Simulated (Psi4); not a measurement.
**BP86/def2-TZVPD (sweep point 3) run of CH5B (BH2Me)**

What is the vertical electron affinity of CH5B (BH2Me) at BP86/def2-TZVPD (sweep point 3)? 

Program for the calculation: Psi4 1.11.

4 further runs of the same task are left out: 4 set aside as unsound or not needed.

## Step 1: The molecule

CH5B has 7 atoms, charge 0, and is taken as a singlet. As SMILES, `[H]B([H])C`. The coordinates come from a GFN2-xTB relaxation.

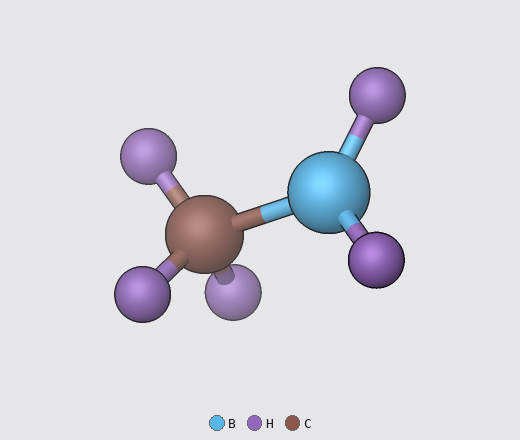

Viewed from a chosen angle; boron blue, hydrogen purple, carbon brown.

## Step 2: The energy at BP86/def2-TZVPD (sweep point 3)

input.dat reads:

```
memory 1600 MB

molecule system {
  B      0.444840     0.781100     0.006260
  H      1.614940     0.782320     0.008990
  H     -0.129680     1.798100    -0.061390
  C     -0.337160    -0.573970     0.039720
  H     -0.405600    -0.929380    -0.991140
  H     -1.358290    -0.496260     0.405500
  H      0.170950    -1.361910     0.592050
  symmetry c1
}

set puream true
set scf_type pk
set dft_radial_points 99
set dft_spherical_points 590
set d_convergence 0.0001
set e_convergence 0.0001

e, wfn = energy("bp86/def2-TZVPD", return_wfn=True)
```

Run with:

```console
$ psi4 -i input.dat -o output.dat -n 1
```

output.dat:

```text
[...]
  Running in c1 symmetry.
[...]
  Nuclear repulsion =   31.931012594416508
[...]
  Multiplicity = 1
[...]
  Nalpha       = 8
  Nbeta        = 8
[...]
    Number of basis functions: 119
[...]
   @RKS iter   1:   -65.54535002095481   -2.27292e-01   7.47665e-03 DIIS/ADIIS
[...]
   @RKS iter   6:   -65.95344264583002   -3.65040e-05   1.55458e-05 DIIS
[...]
    Orbital Energies [Eh]
    ---------------------
    Doubly Occupied:
       1A     -9.874638     2A     -6.515968     3A     -0.640334
       4A     -0.438831     5A     -0.374253     6A     -0.365415
       7A     -0.297445     8A     -0.286336
[...]
  @RKS Final Energy:   -65.95344264583002
   => Energetics <=
    Nuclear Repulsion Energy =             31.9310125944165080
    One-Electron Energy =                -150.0306895585671896
    Two-Electron Energy =                  63.4881876675303047
    DFT Exchange-Correlation Energy =     -11.3419533492096409
    Empirical Dispersion Energy =           0.0000000000000000
    VV10 Nonlocal Energy =                  0.0000000000000000
    Total Energy =                        -65.9534426458300231
[...]
 Multipole Moments:
 ------------------------------------------------------------------------------------
     Multipole            Electronic (a.u.)      Nuclear  (a.u.)        Total (a.u.)
 ------------------------------------------------------------------------------------
 L = 1.  Multiply by 2.5417464519 to convert [e a0] to [Debye]
 Dipole X            :          0.5038546           -0.6240675           -0.1202129
 Dipole Y            :          0.9137903           -1.1391485           -0.2253581
 Dipole Z            :          0.0884705           -0.1155367           -0.0270661
 Magnitude           :                                                    0.2568463
[...]
```

It took 20 s on 1 thread of Intel Xeon Platinum 8259CL at 2.50GHz (Skylake/Cascade Lake), shared host; peak memory 0.73 GiB.

## Step 3: The doublet anion

calc.dat reads:

```
memory 1600 mb

molecule molecule1 {
  -1 2
  B      0.444840     0.781100     0.006260
  H      1.614940     0.782320     0.008990
  H     -0.129680     1.798100    -0.061390
  C     -0.337160    -0.573970     0.039720
  H     -0.405600    -0.929380    -0.991140
  H     -1.358290    -0.496260     0.405500
  H      0.170950    -1.361910     0.592050
  units angstrom
  symmetry c1
}

set basis def2-TZVPD
set reference uks
set puream true
set scf_type pk
set dft_radial_points 99
set dft_spherical_points 590
set d_convergence 0.0001
set e_convergence 0.0001
set maxiter 150

energy_value, wavefunction = energy('bp86', return_wfn=True)
```

Run with:

```console
$ psi4 calc.dat calc.out -n 1
```

calc.out:

```text
[...]
  Running in c1 symmetry.
[...]
  Nuclear repulsion =   31.931012594416508
[...]
  Multiplicity = 2
[...]
  Nalpha       = 9
  Nbeta        = 8
[...]
    Number of basis functions: 119
[...]
   @UKS iter   1:   -65.25956708697466    5.84912e-02   8.92666e-03 DIIS/ADIIS
[...]
   @UKS iter   8:   -65.93651116178222   -1.17921e-05   1.64453e-05 DIIS
[...]
   @S^2 Observed:                7.527430267E-01
[...]
    Orbital Energies [Eh]
    ---------------------
    Alpha Occupied:
       1A     -9.668858     2A     -6.238551     3A     -0.429686
       4A     -0.205212     5A     -0.167233     6A     -0.158896
       7A     -0.069025     8A     -0.053566     9A      0.115302
    Alpha Virtual:
      10A      0.130155    11A      0.154510    12A      0.205610
      13A      0.208461    14A      0.224863    15A      0.230755
      16A      0.234726    17A      0.241120    18A      0.269170
      19A      0.280291    20A      0.294410    21A      0.297179
      22A      0.307910    23A      0.330123    24A      0.331633
      25A      0.349474    26A      0.389369    27A      0.394476
[...]
  @UKS Final Energy:   -65.93651116178222
   => Energetics <=
    Nuclear Repulsion Energy =             31.9310125944165080
    One-Electron Energy =                -153.6003144432359306
    Two-Electron Energy =                  67.2693415603677636
    DFT Exchange-Correlation Energy =     -11.5365508733305546
    Empirical Dispersion Energy =           0.0000000000000000
    VV10 Nonlocal Energy =                  0.0000000000000000
    Total Energy =                        -65.9365111617822208
[...]
 Multipole Moments:
 ------------------------------------------------------------------------------------
     Multipole            Electronic (a.u.)      Nuclear  (a.u.)        Total (a.u.)
 ------------------------------------------------------------------------------------
 L = 1.  Multiply by 2.5417464519 to convert [e a0] to [Debye]
 Dipole X            :         -0.1544158           -0.6240675           -0.7784832
 Dipole Y            :         -0.2842586           -1.1391485           -1.4234071
 Dipole Z            :         -0.4992929           -0.1155367           -0.6148296
 Magnitude           :                                                    1.7349753
[...]
```

Run time: 34 s. Hardware: 1 thread of Intel Xeon Platinum 8259CL at 2.50GHz (Skylake/Cascade Lake), shared host; peak memory 0.73 GiB.

## Step 4: Outcome

At BP86/def2-TZVPD (sweep point 3):

| quantity | value |
| --- | --- |
| singlet CH5B: total energy | -65.95344 Eh |
| singlet CH5B: dipole moment | 0.65 D |
| singlet CH5B: HOMO energy | -7.79 eV |
| singlet CH5B: LUMO energy | -2.36 eV |
| singlet CH5B: HOMO–LUMO gap | 5.43 eV |
| doublet anion: total energy | -65.93651 Eh |
| doublet anion: HOMO energy (highest over α and β) | 3.14 eV |
| doublet anion: LUMO energy (lowest over α and β) | 3.54 eV |
| doublet anion: ⟨S²⟩ | 0.753 |
| vertical electron affinity (to the doublet anion) | -0.461 eV |

What this shows: The anion lies 0.46 eV (44.5 kJ/mol) above the neutral: the electron isn't bound at this level, and such a value depends on the basis. The HOMO (doublet anion) lies at positive energy, 3.14 eV, as semi-local functionals often give for anions; only total energies tell whether the electron is bound.
